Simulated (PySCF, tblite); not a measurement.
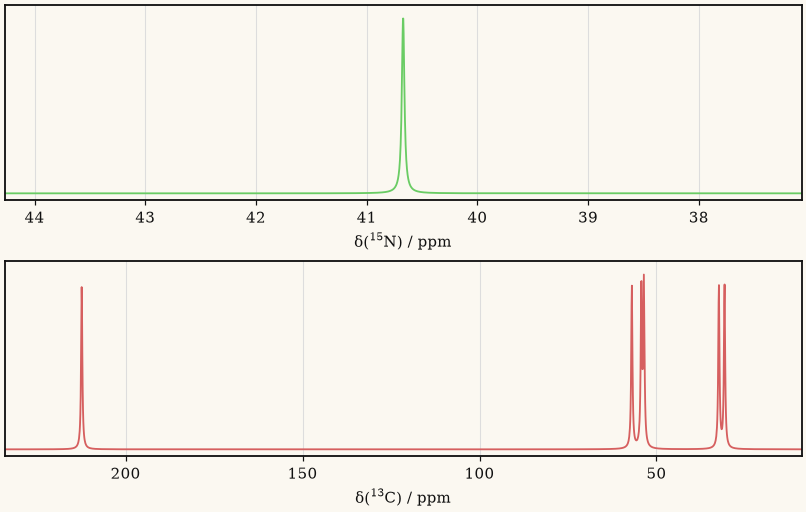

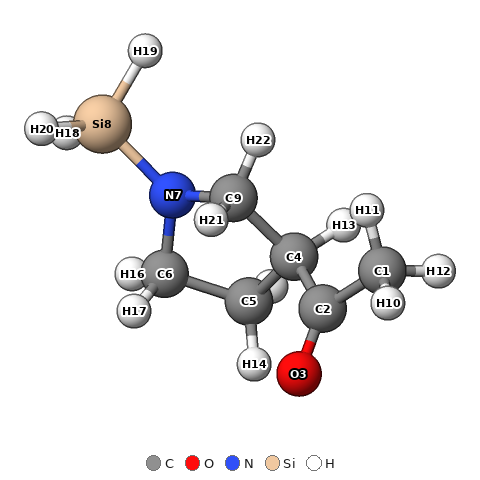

Spectrum and numbered structure of C₆H₁₃NOSi, SMILES CC(=O)[C@H]1CCN([SiH3])C1. GIAO shifts, PBE0/pcSseg-1, PySCF, at a GFN2-xTB geometry (a minimum by its frequencies), against NH₃ for ¹⁵N and TMS for ¹³C computed at the same level (¹⁵N: a single molecule, while the usual scales start at liquid NH₃ or nitromethane; multiply bonded nitrogen can come out tens of ppm too deshielded). Gas phase, fully decoupled, line heights follow the number of nuclei, widths are arbitrary (no quadrupolar broadening); values of one conformer, averaged over methyl-type rotors and exact or near symmetry; other conformers aren't averaged in.

Where does the ¹⁵N line lie?

Answer. At 40.7 ppm (N7).

Which atoms give which ¹³C line?

Answer.
```csv
δ (ppm),nuclei,atoms
212.4,1,C2
57.0,1,C9
54.3,1,C4
53.5,1,C6
32.4,1,C1
30.8,1,C5
```

The order of signals that lie close, as those under 2 ppm apart, is within the error of the method.

Caveats: the tight-binding geometry is rougher than a DFT one and adds to the error.
